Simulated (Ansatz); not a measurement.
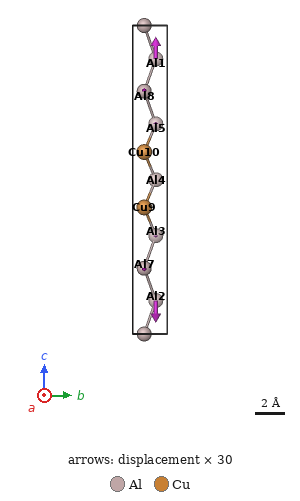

This is a relaxation of crystalline Al₄Cu (a generated structure, set up in P-6m2). The starting structure is drawn; purple arrows show the displacements (the part carried along by the change of the cell is left out), magnified 30 times.

Style: ball-and-stick. Shown: the cell of the calculation, along the a axis.

All numbers below come from Ansatz 0.2.0, DFT PBE, scalar-relativistic, plane waves, PAW. Settings: plane-wave cutoff 420 eV; k-point mesh 18 × 18 × 2; occupations gaussian; smearing width 0.1 eV; no spin polarisation; cell and atoms relaxed; force threshold 0.01 eV/Å; at most 80 steps.

Q: Which element moves most?

A: Aluminium: up to 0.053 Å, against 0.001 Å for copper.

Q: What did the optimiser do to the structure, and how much energy did it gain?

A: The energy falls by 3.1 meV per atom in 5 accepted moves (6 points after the start). The largest force component goes from 0.19 to 0.0022 eV/Å. Pressure: −0.38 GPa at the start and 0.02 GPa at the end. The SCF was repeated once at an unchanged geometry on a basis and grid sized afresh for the cell, which shifted the energy by less than 0.05 meV per atom at most. The largest moves relative to the cell, 0.053 Å, are those of Al atoms. By element the largest moves are Al 0.053 Å, Cu 0.001 Å. The volume changes by −0.7 %, with a = b 2.860 → 2.824 Å (−1.2 %), c 22.023 → 22.431 Å (+1.9 %). Among the contacts that change: Al–Al 2.838 → 2.899 Å, Al–Al 2.860 → 2.824 Å, Cu–Cu 2.860 → 2.824 Å, Al–Al 2.855 → 2.881 Å. The space group stays P-6m2 (No. 187). The run took 6.5 min on 1 thread of Intel(R) Xeon(R) Processor @ 2.70GHz, with other jobs on the host, peak memory 0.65 GiB.
